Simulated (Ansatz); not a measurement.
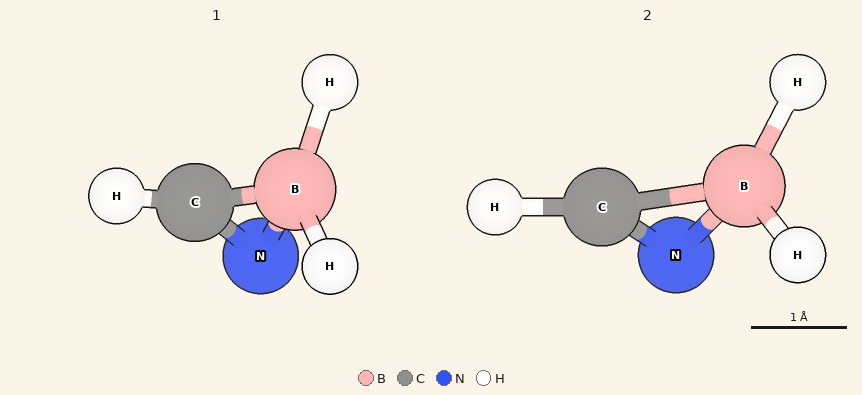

Two geometries of CH₃BN (charge −1), drawn at one scale. One is the start of a relaxation, the other its converged end. The picture is a ball-and-stick view, seen at a tilt.

These are results of RKS PBE-D4/def2-SVPD in Ansatz, not measurements. Set-up: force threshold 0.03 eV/Å; at most 250 steps.

Question: Which of the two is the end point?

Answer: Structure 2 is the relaxed one. It is one of the separated reactants of a reaction. The largest move after the best rigid fit is that of an H atom, 0.60 Å. Largest moves by element: H 0.60 Å, C 0.27 Å, B 0.20 Å, N 0.17 Å. Among the contacts that change: B–C 1.089 → 1.562 Å, C–H 0.835 → 1.123 Å, B–N 1.450 → 1.621 Å, C–N 1.323 → 1.278 Å. Among the angles between lasting bonds that change: H–B–H 133.1° → 114.6°, B–N–C 45.9° → 63.9°, C–B–N 60.9° → 47.3°. Over 6 geometry steps the energy falls by 9.403 eV. The largest force component goes from 38 to 0.014 eV/Å.
